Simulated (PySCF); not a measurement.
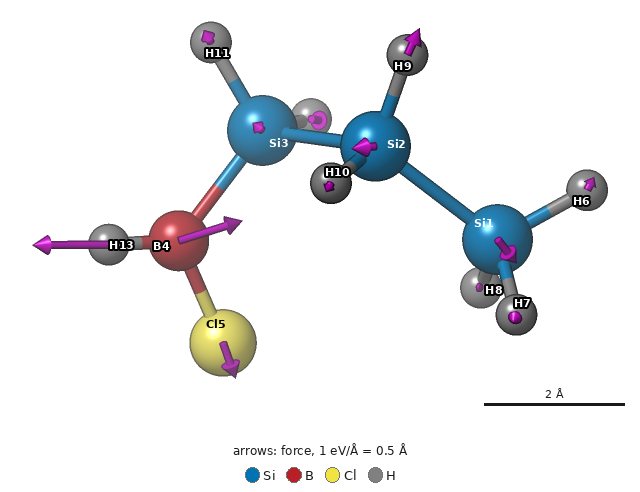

Starting geometry of BSi$_{3}$H$_{8}$Cl with the computed forces as purple arrows. Style: ball-and-stick. Shown at a tilt.

The start comes from GFN2-xTB. Its atoms were then displaced at random by about 0.01 Å.

Computed with PySCF, PBE0-D3(BJ)/def2-SVP geometry optimisation, gas phase. 

Question: Is this structure relaxed? If not, where do the atoms go?

Answer: It isn't relaxed: the largest force vector, on an H atom, is 2.41 eV/Å. The final displacements have little in common with the starting forces (cosine between the two patterns 0.24). The Cl atom moves most after the best rigid fit: 0.34 Å. Largest moves by element: Cl 0.34 Å, H 0.26 Å, B 0.20 Å, Si 0.14 Å. Some distances before and after: B–H 1.124 → 1.208 Å, Si–Si 2.284 → 2.356 Å, H–Si 1.453 → 1.498 Å, B–Cl 1.707 → 1.750 Å. Among the angles between lasting bonds that change: Si–Si–B 109.8° → 102.6°, Si–Si–Si 114.2° → 107.8°, H–Si–H 102.0° → 108.1°. The energy falls by 6.85 kcal/mol in 6 geometry steps.
